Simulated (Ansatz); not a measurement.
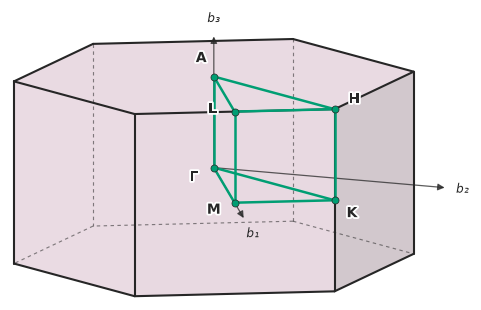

The first Brillouin zone and its special points. Crystal: Co, the input geometry of an electronic-structure calculation (not necessarily at equilibrium). All values are computed from the atomic coordinates in the standard setting (tolerance 0.002 Å).

Space group P6_3/mmc (No. 194); a = 2.507 Å, b = 2.507 Å, c = 4.070 Å, α = 90.00°, β = 90.00°, γ = 120.00°.

Labels and path follow the convention of Hinuma et al. (2017), as computed by seekpath; the arrows show the directions of the reciprocal primitive vectors b₁, b₂, b₃, in which coordinates are given; lengths include the factor 2π.

Question: List the special points with their coordinates and distances from Γ.

Answer:
```csv
point,k₁,k₂,k₃,length of k (1/Å)
Γ,0,0,0,0.000
A,0,0,1/2,0.772
K,1/3,1/3,0,1.671
H,1/3,1/3,1/2,1.840
M,1/2,0,0,1.447
L,1/2,0,1/2,1.640
```

Question: What is the zone's volume?

Answer: (2π)³ over the primitive cell's volume of 22.16 Å³: 11.2 Å⁻³.
